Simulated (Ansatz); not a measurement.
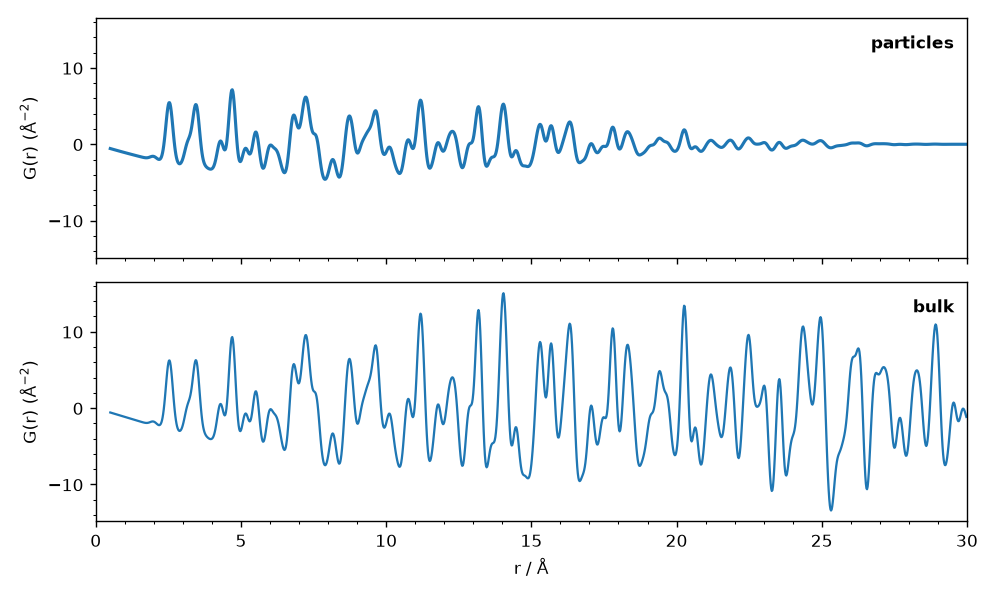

Simulated X-ray pair distribution function, G(r) = R(r)/r − 4πρ₀r, summed over the atomic distances of the structure with each pair weighted by the product of the atomic numbers (X-ray weights at Q = 0); every distance is a Gaussian of σ = 0.12 Å, for spherical particles of YN2 with the bulk structure: the bulk G(r) is multiplied by the envelope of a sphere of diameter D, 1 − 3r/2D + r³/2D³, with no surface relaxation. The number density is 0.0913 atoms per Å³. Structure used: the end point of a relaxation with DFT PBEsol, scalar-relativistic, plane waves, PAW in Ansatz 0.2.0; the starting structure was generated, so it need not be a known form of this composition.

Question: Estimate the particle diameter.

Answer: About 30 Å (3.0 nm): the signal is half of the bulk amplitude at r ≈ 10.4 Å and vanishes at r = D, fading from view somewhat earlier.

Question: Roughly how many atoms does one particle hold?

Answer: About 1300 (number density 0.0913 Å⁻³ times πD³/6).
